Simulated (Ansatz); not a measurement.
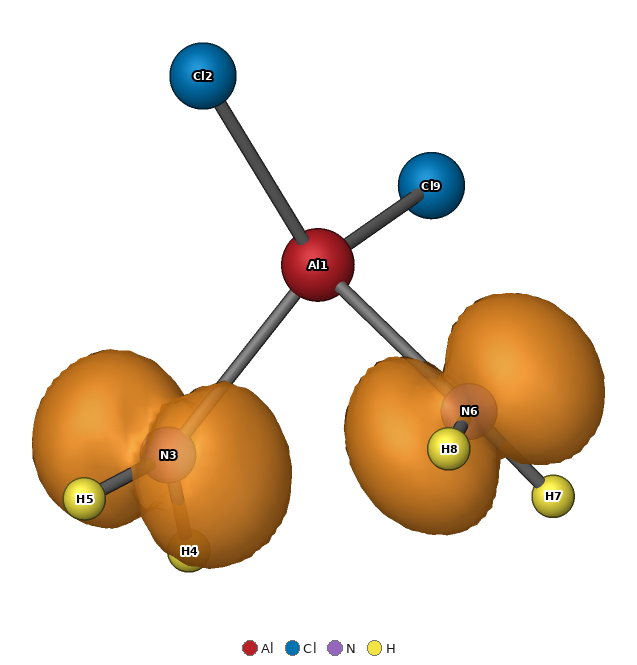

The picture shows: AlCl$_{2}$H$_{4}$N$_{2}$ (doublet). Isosurfaces of the spin density at +0.05 (orange) and −0.05 e/Å³ (purple), seen at a tilt.

All numbers below come from UKS B3LYP/def2-SVP in Ansatz 0.2.0.

```yaml
atoms:
  - { symbol: Al, position_ang: [-0.0153, 0.2304, 0.9091] }
  - { symbol: Cl, position_ang: [0.0185, 2.2844, 1.4608] }
  - { symbol: N, position_ang: [1.3175, -0.1417, -0.3532] }
  - { symbol: H, position_ang: [1.5737, -1.0862, -0.6432] }
  - { symbol: H, position_ang: [1.6272, 0.5287, -1.0581] }
  - { symbol: N, position_ang: [-1.3034, -0.0934, -0.4117] }
  - { symbol: H, position_ang: [-1.5942, -1.0298, -0.6959] }
  - { symbol: H, position_ang: [-1.5410, 0.5756, -1.1451] }
  - { symbol: Cl, position_ang: [-0.0831, -1.2680, 2.4172] }
```

> Which atoms carry the spin?

The unpaired spin (1 electron) lies mostly on N3 (about 0.5) and N6 (about 0.5), in electrons by Hirshfeld's partition. Only one sign reaches the isovalue.
